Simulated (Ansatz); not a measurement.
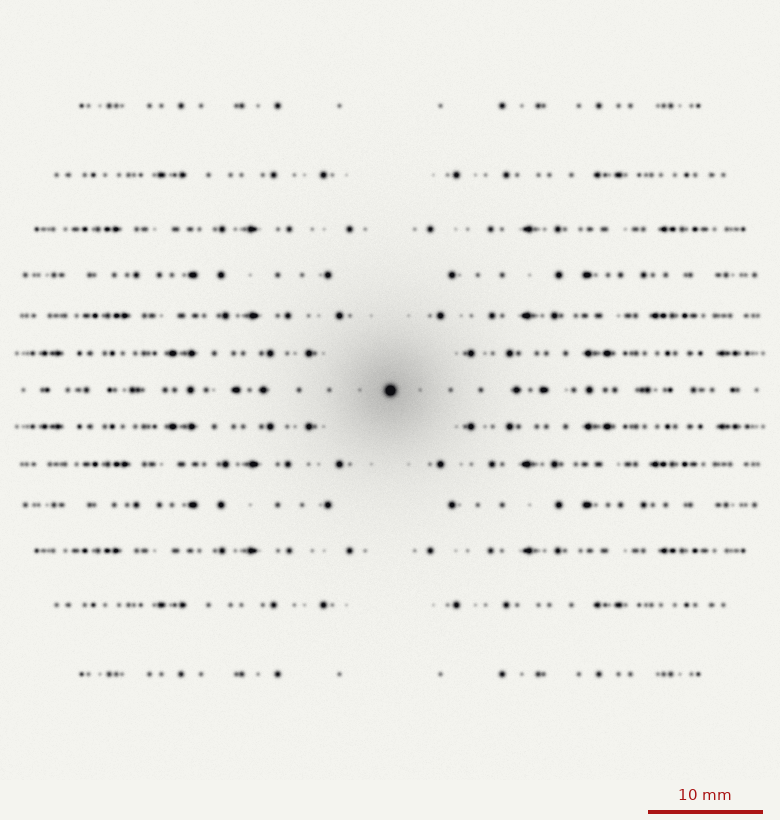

Simulated X-ray rotation photograph: Mo Kα radiation (λ = 0.7107 Å), cylindrical film of radius 30.0 mm unrolled, rotation axis vertical and normal to the beam, kinematic intensities without Lorentz or polarisation factors, the film spanning ±63° about the beam; spots down to d = 0.68 Å.

### Measure the layer lines and find the identity period along the axis.

The first layer line lies 3.2 mm from the equator, so tan ν = 0.108, sin ν = 0.107 and the period is λ/sin ν = 6.64 Å. Further lines follow at 6.6, 10.2, 14.2, 19.0, 25.1 mm.

The crystal is Zn2Se3, space group R-3m (No. 166), a = 3.83 Å, c = 23.91 Å (hexagonal axes). Structure: coordinates from a relaxation with DFT PBE, scalar-relativistic, plane waves, PAW in Ansatz 0.2.0; the starting structure was generated, so it need not be a known form of this composition.

### About which axis was it rotated?

About [210] (or an equivalent direction), whose length in the conventional cell is 6.638 Å.
